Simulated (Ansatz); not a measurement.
**LiBe (Pm-3m): phonons and vibrational spectra**

Wanted: phonon frequencies of LiBe (Pm-3m) and what follows from them.

Method: DFT PBEsol, scalar-relativistic, plane waves, PAW, in Ansatz 0.2.0.

### 1. Starting point

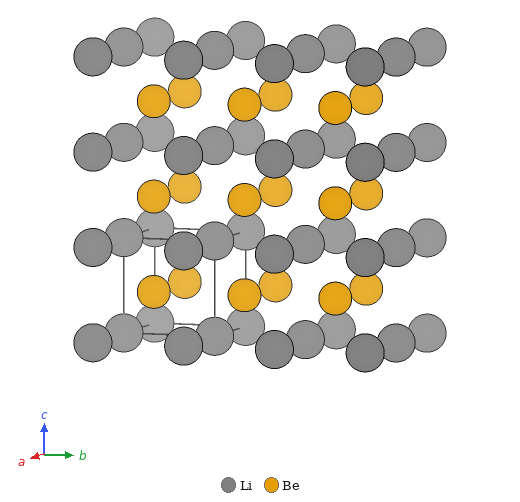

The starting structure, seen slightly off an axis (lithium grey, beryllium orange). 2×3×3 cells are drawn. Some periodic images of atoms are drawn too.

### 2. Bringing the structure to rest

The cell and atoms are relaxed, since residual forces and stress would shift the frequencies.

input.yaml

```yaml
crystal:
  lattice:
    - [2.811153, 0.0, 0.0]
    - [0.0, 2.811153, 0.0]
    - [0.0, 0.0, 2.811153]
  atoms:
    - { symbol: Li, position: [0.0, 0.0, 0.0] }
    - { symbol: Be, position: [0.5, 0.5, 0.5] }
kpoints:
  mp_grid: { grid: [14, 14, 14] }
hamiltonian:
  xc: pbesol
scf:
  occupations: { method: gaussian, width: 0.1 }
output:
  forces: true
  stress: true
  eigenvalues: true
  write_density: true
  write_potential: true
  elf: true
  volumetric_format: npy
relax:
  adjacent_minimum: "off"
  f_tol: 0.005
  max_steps: 80
  cell: { stress_tol: 0.05 }
```

The run is started by

```bash
$ ansatz run input.yaml --threads 4 --pin off --max-ram 7168MiB --backend cpu --events-out ev --progress --plain --runs-dir out
```

Numbers of over 12 decimals in the logs are rounded to 6 here.

What it wrote:

```text
Engine: ansatz 0.2.0, aarch64-unknown-linux-gnu
Pseudopotentials: kind: paw
Pseudopotential: Li, paw, valence charge 3, recommended cutoff 420 eV (normal), Li.paw.azcp
Pseudopotential: Be, paw, valence charge 2, recommended cutoff 420 eV (normal), Be.paw.azcp
Functional definition: PBEsol
  exchange = pbesol_x
  correlation = pbesol_c
Crystal: 2 atoms, lattice volume = 22.215 Å³
Basis set: ecut = 420 eV, 461 PW (Γ), exchange–correlation on 40×40×40 points (8 copies of the dense FFT grid, shifted against one another)
Bands: 7, of which v1, the nominal top of the filled ones, is band 3 counted from 1 (2 counted from 0)
Symmetry: 48 space group operations
Space group: Pm-3m (ITA 221), of the structure as read, at distance tolerance 2.8e-5 Å
k-points: 120 of 2744
Non-local potential: Li, projectors of the file, l = 0: 3, l = 1: 2, l = 2: 1
Non-local potential: Be, projectors of the file, l = 0: 2, l = 1: 2, l = 2: 1
PAW form: soft (Blöchl's): semilocal exchange-correlation on the pseudo side does not see the compensation charge
PAW frozen core: Be, regenerated for the run's functional, and the local potential with it (the file was generated under x = pbe(κ = 0.804, μ = 0.219515), c = pbe(β = 0.066725))
PAW one-centre angular grid: Li, 110 points (default); XC on 64 Gauss nodes
PAW one-centre angular grid: Be, 110 points (default); XC on 64 Gauss nodes
Initial density: superposition of atomic densities (neutral atoms: chi_scale 0, normalization atom), corrected by the library's trained network
Initial wavefunctions: pseudopotential atomic-orbital guess
Functional: x = pbesol(κ = 0.804, μ = 0.123457), c = pbesol(β = 0.046)
SCF iter   1: F=—  HF=-292.603647 eV  |F-HF|=—  |Δ(HF+E_count)|=         —  Δρ=1.82e-3  dr2=5.62e-4  ethr=1.77e-3  ⟨swp⟩=5.0  Hψ=6744  notcnv=0
preconditioner: auto → none  [metal: Δε(μ)=0.073 eV  Ē_g=10.456 eV  σ=0.100 eV  W_gap=0.37  n_scr=0 (ndim 8)  ℏωp=13.6 eV  f_vac=0.000  D(μ)=0.98/eV (n_scr^D=6)]
SCF iter   2: F=—  HF=-292.603053 eV  |F-HF|=—  |Δ(HF+E_count)|=   5.95e-4  Δρ=7.77e-4  dr2=1.01e-4  ethr=1.12e-5  ⟨swp⟩=2.0  Hψ=1922  notcnv=0
SCF iter   3: F=—  HF=-292.602944 eV  |F-HF|=—  |Δ(HF+E_count)|=   1.09e-4  Δρ=4.81e-5  dr2=3.28e-7  ethr=2.02e-6  ⟨swp⟩=2.4  Hψ=1074  notcnv=0  defer=2
SCF iter   4: F=—  HF=-292.602909 eV  |F-HF|=—  |Δ(HF+E_count)|=   3.51e-5  Δρ=4.23e-6  dr2=3.11e-9  ethr=6.56e-9  ⟨swp⟩=2.0  Hψ=978  notcnv=0  defer=2
iter 5 did not close the SCF: its close was put off for the readings that it lacked (scf_convergence_deferred on its scf_iter line)
SCF iter   5: F=-292.602909 eV  HF=-292.602909 eV  |F-HF|=8.53e-12  |Δ(HF+E_count)|=  3.69e-10  Δρ=4.44e-7  dr2=1.83e-11  ethr=6.22e-11  ⟨swp⟩=2.0  Hψ=1081  notcnv=0  defer=2
SCF iter   6: F=-292.602909 eV  HF=-292.602909 eV  |F-HF|=5.68e-14  |Δ(HF+E_count)|=  8.98e-12  Δρ=3.74e-8  dr2=2.58e-13  ethr=1.00e-12  ⟨swp⟩=3.8  Hψ=3052  notcnv=0
SCF 1 converged in 6 iterations: F = -292.602909 eV  dr2 = 2.58e-13
  greatest PAW one-centre occupation: 1.000 electrons in one spin orbital (limit 2), on the Li atom at site 0 (counted from 0), in its partial waves of l = 0
relax step   1: F+E_penalty+E_count = -292.60290882 eV  Δ(F+E_penalty+E_count) = +0.000e0 eV  max|allowed force component| = 1.212e-31 eV/Å  Δτ_max = 0.0000 Å  P = -0.357 GPa  Ω = 22.215 Å³  (6 SCF iters, accepted)
Crystal: 2 atoms, lattice volume = 22.101 Å³
Basis set: ecut = 420 eV, 437 PW (Γ), exchange–correlation on 40×40×40 points (8 copies of the dense FFT grid, shifted against one another)
Initial density: handed on by an earlier stage of this run
Initial wavefunctions: those handed on with the density
iter 1 solved again at ethr=6.05e-8 eV; its pass at ethr=3.10e-3 eV (dr2=3.02e-6 eV) is discarded
SCF iter   1: F=—  HF=-292.603122 eV  |F-HF|=—  |Δ(HF+E_count)|=         —  Δρ=9.47e-5  dr2=2.91e-6  ethr=6.05e-8  ⟨swp⟩=2.1  Hψ=7181  notcnv=0
preconditioner: auto → none  [metal: Δε(μ)=0.074 eV  Ē_g=10.489 eV  σ=0.100 eV  W_gap=0.37  n_scr=0 (ndim 8)  ℏωp=13.7 eV  f_vac=0.000  D(μ)=0.98/eV (n_scr^D=6)]
SCF iter   2: F=—  HF=-292.603083 eV  |F-HF|=—  |Δ(HF+E_count)|=   3.83e-5  Δρ=3.90e-5  dr2=4.41e-7  ethr=5.82e-8  ⟨swp⟩=1.6  Hψ=968  notcnv=0
SCF iter   3: F=-292.603083 eV  HF=-292.603083 eV  |F-HF|=9.94e-10  |Δ(HF+E_count)|=   1.93e-7  Δρ=3.13e-6  dr2=1.11e-9  ethr=4.00e-9  ⟨swp⟩=7.4  Hψ=4751  notcnv=0
SCF 2 converged in 3 iterations: F = -292.603083 eV  dr2 = 1.11e-9
relax step   2: F+E_penalty+E_count = -292.60308308 eV  Δ(F+E_penalty+E_count) = -1.743e-4 eV  max|allowed force component| = 1.479e-31 eV/Å  Δτ_max = 0.0000 Å  P = -0.105 GPa  Ω = 22.101 Å³  energy of the carried Pulay correction = +8.818e-6 eV  (3 SCF iters, dr2 threshold 2.00e-7 eV, accepted)
Crystal: 2 atoms, lattice volume = 22.053 Å³
iter 1 solved again at ethr=1.04e-8 eV; its pass at ethr=3.10e-3 eV (dr2=5.20e-7 eV) is discarded
SCF iter   1: F=—  HF=-292.603140 eV  |F-HF|=—  |Δ(HF+E_count)|=         —  Δρ=4.03e-5  dr2=5.02e-7  ethr=1.04e-8  ⟨swp⟩=2.1  Hψ=7181  notcnv=0
preconditioner: auto → none  [metal: Δε(μ)=0.074 eV  Ē_g=10.504 eV  σ=0.100 eV  W_gap=0.38  n_scr=0 (ndim 8)  ℏωp=13.7 eV  f_vac=0.000  D(μ)=0.97/eV (n_scr^D=6)]
SCF iter   2: F=—  HF=-292.603102 eV  |F-HF|=—  |Δ(HF+E_count)|=   3.81e-5  Δρ=1.72e-5  dr2=7.96e-8  ethr=1.00e-8  ⟨swp⟩=2.0  Hψ=1019  notcnv=0
SCF iter   3: F=-292.603102 eV  HF=-292.603102 eV  |F-HF|=2.06e-10  |Δ(HF+E_count)|=   2.95e-8  Δρ=1.38e-6  dr2=2.36e-10  ethr=5.49e-10  ⟨swp⟩=6.0  Hψ=2725  notcnv=0
SCF 3 converged in 3 iterations: F = -292.603102 eV  dr2 = 2.36e-10
relax step   3: F+E_penalty+E_count = -292.60310211 eV  Δ(F+E_penalty+E_count) = -1.903e-5 eV  max|allowed force component| = 3.369e-31 eV/Å  Δτ_max = 0.0000 Å  P = +0.001 GPa  Ω = 22.053 Å³  energy of the carried Pulay correction = +1.247e-5 eV  (3 SCF iters, dr2 threshold 2.74e-8 eV, accepted)
Initial wavefunctions: pseudopotential atomic-orbital guess (no wavefunctions were taken with the density)
iter 1 solved again at ethr=6.94e-10 eV; its pass at ethr=3.10e-3 eV (dr2=3.47e-8 eV) is discarded
SCF iter   1: F=—  HF=-292.603129 eV  |F-HF|=—  |Δ(HF+E_count)|=         —  Δρ=2.85e-6  dr2=5.81e-10  ethr=6.94e-10  ⟨swp⟩=3.1  Hψ=9224  notcnv=0
SCF iter   2: F=—  HF=-292.603092 eV  |F-HF|=—  |Δ(HF+E_count)|=   3.79e-5  Δρ=1.35e-6  dr2=9.23e-11  ethr=1.16e-11  ⟨swp⟩=2.0  Hψ=1140  notcnv=0
SCF iter   3: F=-292.603092 eV  HF=-292.603092 eV  |F-HF|=3.64e-12  |Δ(HF+E_count)|=  8.40e-11  Δρ=2.74e-7  dr2=4.12e-12  ethr=1.00e-12  ⟨swp⟩=4.3  Hψ=2266  notcnv=0
SCF 4 converged in 3 iterations: F = -292.603092 eV  dr2 = 4.12e-12
relax step   4: F+E_penalty+E_count = -292.60309152 eV  Δ(F+E_penalty+E_count) = +1.059e-5 eV  max|allowed force component| = 3.903e-31 eV/Å  Δτ_max = 0.0000 Å  P = +0.000 GPa  Ω = 22.053 Å³  stress off target by 1.40e-4 GPa  SCF on the basis re-selected at this cell (its energy is not comparable with the rows above)  (3 SCF iters)
basis re-selected at this cell: Δ(F+E_penalty+E_count) = +1.059e-5 eV, ΔP = -0.001 GPa vs the last step (what re-selecting the basis moved, of the pressure what is left beyond the Pulay correction that the steps carried, after the strain that the cell walked since its last selection, with what the two solves' SCF thresholds leave and, on support functions, any second-order correction that the steps lacked; it is no m [...]
SCF converged after 3 iterations
Free energy (F): -292.603092 eV
Harris-Foulkes:  -292.603092 eV  (|F-HF|=3.64e-12)
Internal energy: -292.598220 eV  (E = F + TS)
E sigma→0 (E₀):  -292.600656 eV
Entropy (-TS):   -0.004871 eV (-2.436 meV/atom)
Fermi energy:    3.610964 eV
--- Per-component energies (eV) ---
  E_band       = -77.262589
  E_kinetic    = 40.286931
  E_local      = -115.567600  (includes V_loc(G=0)·N_el)
  E_nonlocal   = -28.242207
  E_hartree    = 36.144634
  E_xc         = -29.024434
  E_vxc        = -33.054433  (∫ρ·V_xc dr)
  E_paw        = -76.799338  (= ΣΔE_a)
  E_vpaw       = -12.974555  (= ΣTr[D̂ρ^β])
  E_aug_tail   = -0.000002  (compensation charges beyond the density's cutoff)
  E_ewald      = -119.405736
  E_core_change = 0.009531  (= ΣΔE_core)
  E_smearing   = -0.004871  (= −TS)
  E_closure    = -0.000000  (closes the sum)
  Σ components = -292.603092   (vs F -292.603092, Δ=0.00e0)
--- Forces (eV/Å), atoms counted from 1 ---
  atom   1  Li    -0.00000000     0.00000000     0.00000000
  atom   2  Be     0.00000000     0.00000000     0.00000000
  max |Σ_I F_I| component: 7.97e-31 eV/Å
--- Stress (GPa, compression-positive) ---
        0.000140       0.000000      -0.000000
        0.000000       0.000140       0.000000
       -0.000000       0.000000       0.000140
  P = ⅓ Tr σ = 0.0001 GPa (0.001 kbar)
--- Band table (eV; the first three rows and the last of 120) ---
  k-point 0: bands = ["-40.3450", "-2.8213", "9.8918", "9.8918", "9.8918", "14.4288", "14.4288"]
  k-point 1: bands = ["-40.3439", "-2.7561", "9.0797", "9.9759", "9.9759", "14.5252", "15.3676"]
  k-point 2: bands = ["-40.3410", "-2.5605", "7.5341", "10.2260", "10.2260", "14.8141", "17.2248"]
  k-point 119: bands = ["-40.2854", "6.1073", "6.1073", "6.1073", "8.6639", "8.6639", "8.6639"]
--- Relaxed structure (3 steps of the walk, 3 accepted, 1 SCFs on fresh bases) ---
  F+E_penalty+E_count = -292.60309152 eV   max|allowed force component| = 3.903e-31 eV/Å   (the final SCF, on the basis selected at the relaxed cell)
  cell:  # Å, volume = 22.0534 Å³
    - [2.804305, 0, 0]
    - [0, 2.804305, 0]
    - [0, 0, 2.804305]
  atoms:
    - { symbol: Li, position: [0, 0, 0] }
    - { symbol: Be, position: [0.500000, 0.500000, 0.500000] }
```

The job ended after 1.5 s (4 threads of Arm Neoverse V2, shared host; peak memory 0.3 GiB).

Step by step:

| step | energy less that of the first step (eV) | largest force component (eV/Å) | pressure (GPa) | volume (Å³) |
| --- | --- | --- | --- | --- |
| 1 | 0.0000 | 0.0000 | -0.36 | 22.22 |
| 2 | -0.0002 | 0.0000 | -0.10 | 22.10 |
| 3 | -0.0002 | 0.0000 | 0.00 | 22.05 |
| 4* | -0.0002 | 0.0000 | 0.00 | 22.05 |

Relaxation steps marked * repeat the geometry before them on a plane-wave basis chosen anew for their cell, so energy and pressure can jump there.

The run keeps the 48 symmetry operations that it works with, so distortions that break them were not tested.

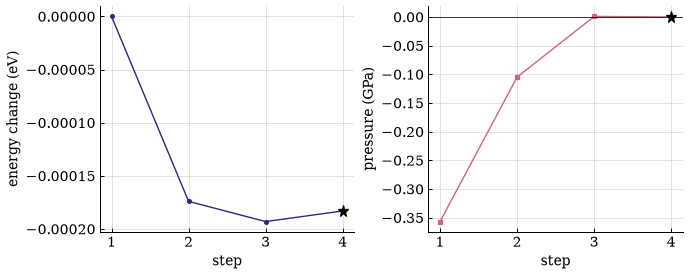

Energy and pressure along the relaxation. Stars mark steps on a basis chosen anew.

```csv
"conventional cell, symmetrised",before,after,change
a (Å),2.811,2.804,-0.2 %
b (Å),2.811,2.804,-0.2 %
c (Å),2.811,2.804,-0.2 %
volume (Å³/atom),11.11,11.03,-0.7 %
```

Final coordinates:

```cif
data_structure
_symmetry_space_group_name_H-M 'P 1'
_symmetry_Int_Tables_number 1
_cell_length_a 2.8043
_cell_length_b 2.8043
_cell_length_c 2.8043
_cell_angle_alpha 90.000
_cell_angle_beta 90.000
_cell_angle_gamma 90.000
_cell_volume 22.05
loop_
_atom_site_label
_atom_site_type_symbol
_atom_site_fract_x
_atom_site_fract_y
_atom_site_fract_z
_atom_site_occupancy
Li1 Li 0.00000 0.00000 0.00000 1
Be2 Be 0.50000 0.50000 0.50000 1
```

Numbers from this step:

* pressure: 1.40e-4 GPa
* volume per atom: 11.03 Å³
* gap on the k-mesh: 0 eV

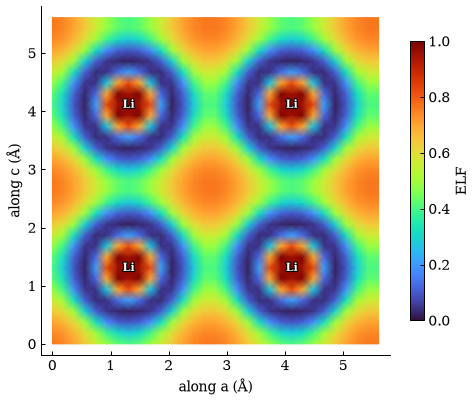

ELF in the ac plane at fractional y = 0.000, with atoms of Li within 0.2 Å of it. It is the smooth field of the valence electrons, not physical close to the nuclei. The map starts off the cell's origin, so that atoms lie inside it.

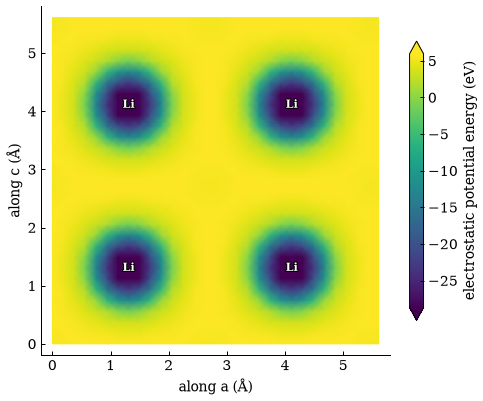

Electrostatic potential energy in the ac plane at fractional y = 0.000, with atoms of Li within 0.2 Å of it. With pseudopotentials it is smooth inside the atoms' cores, unlike the true potential. The map starts off the cell's origin, so that atoms lie inside it.

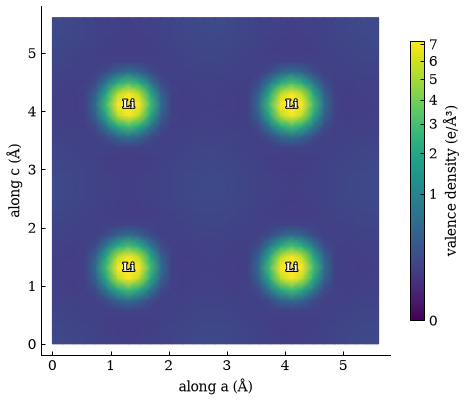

Valence density in the ac plane at fractional y = 0.000, with atoms of Li within 0.2 Å of it. It is the smooth field of the valence electrons, not physical close to the nuclei. The map starts off the cell's origin, so that atoms lie inside it. The colour scale is stretched toward low values.

In this step the volume went from 11.11 to 11.03 Å³/atom.

### 3. Relaxing to small forces for the phonons

Phonons need a cell at rest on their own settings, so the relaxation is repeated with tight tolerances on forces and stress on the k mesh and occupations of the first response run.

input.yaml, the sections that differ from step 2:

```yaml
crystal:
  lattice:
    - [2.8043047149, 0.0, 0.0]
    - [0.0, 2.8043047149, 0.0]
    - [0.0, 0.0, 2.8043047149]
  atoms:
    - { symbol: Li, position: [0.0, 0.0, 0.0] }
    - { symbol: Be, position: [0.5, 0.5, 0.5] }
kpoints:
  mp_grid: { grid: [16, 16, 16] }
scf:
  occupations: { method: methfessel_paxton, width: 0.15 }
relax:
  adjacent_minimum: "off"
  f_tol: 0.001
  max_steps: 60
  cell: { stress_tol: 0.01 }
# hamiltonian, output: as in step 2
```

What it wrote:

```text
[...]
Crystal: 2 atoms, lattice volume = 22.053 Å³
Basis set: ecut = 420 eV, 437 PW (Γ), exchange–correlation on 40×40×40 points (8 copies of the dense FFT grid, shifted against one another)
Bands: 7, of which v1, the nominal top of the filled ones, is band 3 counted from 1 (2 counted from 0)
Symmetry: 48 space group operations
[...]
k-points: 165 of 4096
[...]
0.000000      -0.000000      -0.000173
  P = ⅓ Tr σ = -0.0002 GPa (-0.002 kbar)
--- Band table (eV; the first three rows and the last of 165) ---
[...]
--- Relaxed structure (3 steps of the walk, 3 accepted, 1 SCFs on fresh bases) ---
[...]
cell:  # Å, volume = 22.0012 Å³
    - [2.802092, 0, 0]
    - [0, 2.802092, 0.0]
    - [0, 0.0, 2.802092]
  atoms:
    - { symbol: Li, position: [0, 0, 0] }
    - { symbol: Be, position: [0.5, 0.5, 0.5] }
[key lines of the parts left out:]
SCF converged after 4 iterations
Free energy (F): -292.611367 eV
Fermi energy:    3.709849 eV
```

Wall time 1.9 s (4 threads); peak memory 0.32 GiB; 6.4 s of CPU time.

Little changed from the start: no atom moved by 0.005 Å and no cell edge by 0.1 %.

Numbers from this step:

```yaml
pressure: -1.73e-4 GPa
volume_per_atom: 11.00 Å³
```

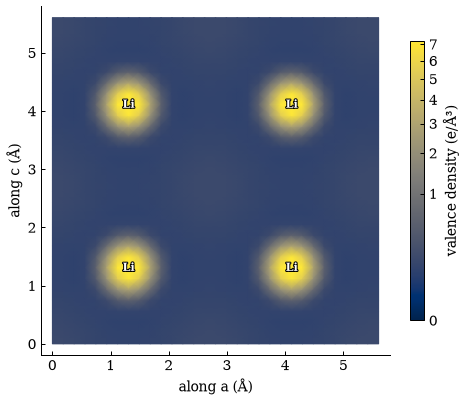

Valence density in the ac plane at fractional y = 0.000, with atoms of Li within 0.2 Å of it. It is the smooth field of the valence electrons, not physical close to the nuclei. The map starts off the cell's origin, so that atoms lie inside it. The colour scale is stretched toward low values.

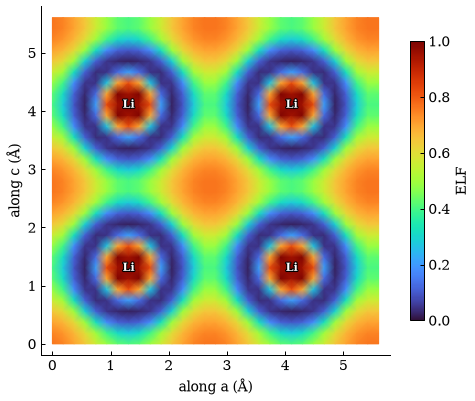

ELF in the ac plane at fractional y = 0.000, with atoms of Li within 0.2 Å of it. It is the smooth field of the valence electrons, not physical close to the nuclei. The map starts off the cell's origin, so that atoms lie inside it.

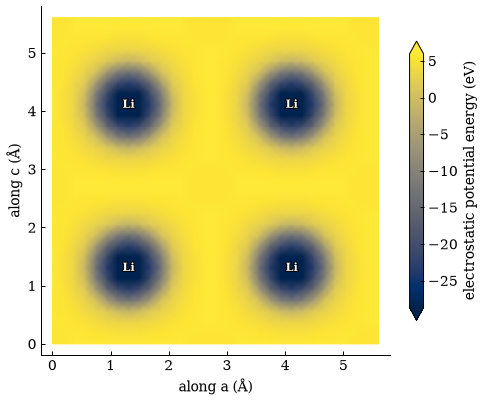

Electrostatic potential energy in the ac plane at fractional y = 0.000, with atoms of Li within 0.2 Å of it. With pseudopotentials it is smooth inside the atoms' cores, unlike the true potential. The map starts off the cell's origin, so that atoms lie inside it.

The forces vanish by symmetry and the pressure is 0.000 GPa, within the tolerances set. The cell now holds 11.00 Å³/atom.

### 4. Modes at Γ

The zone centre comes first: it holds the modes that light can see, as far as symmetry allows. No field response is asked, since the mesh shows no gap.

input.yaml, the sections that differ from step 3:

```yaml
crystal:
  lattice:
    - [2.8020920929, 0.0, 0.0]
    - [0.0, 2.8020920929, 0.0]
    - [0.0, 0.0, 2.8020920929]
  atoms:
    - { symbol: Li, position: [0.0, 0.0, 0.0] }
    - { symbol: Be, position: [0.5, 0.5, 0.5] }
output:
  eigenvalues: true
phonons:
  method: dfpt
# kpoints, hamiltonian, scf: as in step 3
# relax: removed
```

What it wrote:

```text
[...]
Crystal: 2 atoms, lattice volume = 22.001 Å³
Basis set: ecut = 420 eV, 437 PW (Γ), exchange–correlation on 40×40×40 points (8 copies of the dense FFT grid, shifted against one another)
Bands: 7, of which v1, the nominal top of the filled ones, is band 3 counted from 1 (2 counted from 0)
Symmetry: 48 space group operations
k-points: 405 of 4096 (irreducible under 8 space group operations, time reversal used)
[...]
SCF iter   1: F=—  HF=-292.612086 eV  |F-HF|=—  |Δ(HF+E_count)|=         —  Δρ=1.86e-3  dr2=5.81e-4  ethr=1.77e-3  ⟨swp⟩=5.0  Hψ=22683  notcnv=0
[...]
SCF iter   6: F=-292.611367 eV  HF=-292.611367 eV  |F-HF|=0.00e0  |Δ(HF+E_count)|=  9.72e-12  S|Δr|=    0.00e0  Δρ=4.60e-8  dr2=3.53e-13  ethr=1.00e-12  ⟨swp⟩=4.5  Hψ=7981  notcnv=0
the search or the solves at the SCF's close seem to have found levels that the self-consistency loop had missed (the run counts 2). By its estimate they hold under 1e-12 electrons; where the run keeps them, the occupations were computed again with them
SCF 1 converged in 6 iterations: F = -292.611367 eV  dr2 = 3.53e-13
[...]
DFPT response loops at Γ: preconditioner auto → Kerker (q_TF=auto, 2.131 Å⁻¹) (partly filled bands, converged f_vac=0.000); β = 1.00, the filter's whole step (`scf.mixing.beta` (0.50) is not read by the response loops under this deck's `scf.mixing.preconditioner`; to damp them name `kerker` or `kerker_dos`, under which they read `scf.mixing.beta`, and type it under 1.00, their step now; both keys bind the ground state too); Broyden in place of MSR1
SCF converged after 6 iterations
[...]
Free energy (F): -292.611367 eV
[...]
Internal energy: -292.612423 eV  (E = F + TS)
E sigma→0 (E₀):  -292.611631 eV
Entropy (-TS):   0.001056 eV (0.528 meV/atom)
Fermi energy:    3.709849 eV
[...]
--- Band table (eV; the first three rows and the last of 405) ---
[...]
--- Phonons (Γ-DFPT): 2 representative perturbations + reference, on 405 of 4096 k-points (Σ response iterations 6) ---
  k mesh reduced under 8 symmetry operations, with k and −k counted as one. Each operation leaves every solved perturbation unchanged. A smaller set is not used because it would not reduce the number of displacements times k-points to solve
  ASR residual: 9.597e-5 → 0.000e0 eV/Å²; symmetrization residual: 4.842e-7 eV/Å²
  ASR residual per site (eV/Å²): 1.25e-5 9.60e-5
  Γ frequencies (cm⁻¹): 0.00 0.00 0.00 560.21 560.21 560.21
  non-analytic LO–TO correction: not included (Born effective charges unavailable; polar crystals: no LO–TO splitting at Γ)
```

Elapsed: 3 s, on 4 threads; peak memory 0.44 GiB.

The column dr2 measures how far the density is from self-consistency, as an energy; F and HF (Harris–Foulkes) agree once it is small.

This step gave:

```
sum-rule residual before enforcement                    : 9.60e-5 eV/Å²
point group                                             : m-3m
highest optical mode at the zone centre (no LO-TO term) : 560.2 cm⁻¹
lowest optical zone-centre mode                         : 560.2 cm⁻¹
```

Patterns of degenerate modes are one choice out of their space. The modes at Γ (shares of kinetic energy by element, %):

```
mode  frequency (cm⁻¹)  symmetry  Li %  Be %
   1               0.0  acoustic    44    56
   2               0.0  acoustic    44    56
   3               0.0  acoustic    44    56
   4             560.2       T1u    56    44
   5             560.2       T1u    56    44
   6             560.2       T1u    56    44
```

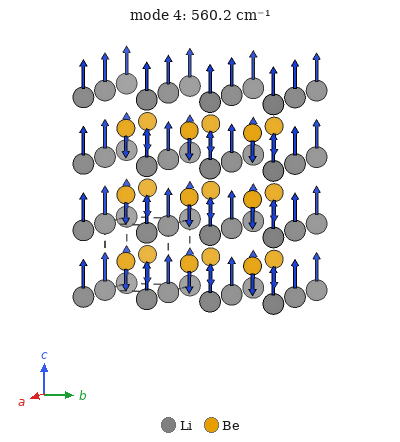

Displacement patterns of mode 4 at Γ; arrows are exaggerated. 2×3×3 cells are drawn. Some periodic images of atoms are drawn too.

Before it was imposed, the acoustic sum rule was missed by 9.6e-5 eV/Å². Small misses are needed for a sound result but don't prove that mesh and cutoff are converged. The lowest optical mode is real, 560 cm⁻¹.

(Continued in part 2 of 2.)

[Logs are printed without paths, hosts, clocks, repeated set-up lines and the standing remarks that a program may print on its own settings, such as how far it seeks lower states.]

[Hosts, paths, dates, database ids (printed as entryN), source tags and the programs' standing remarks are cut or masked in the printed files.]
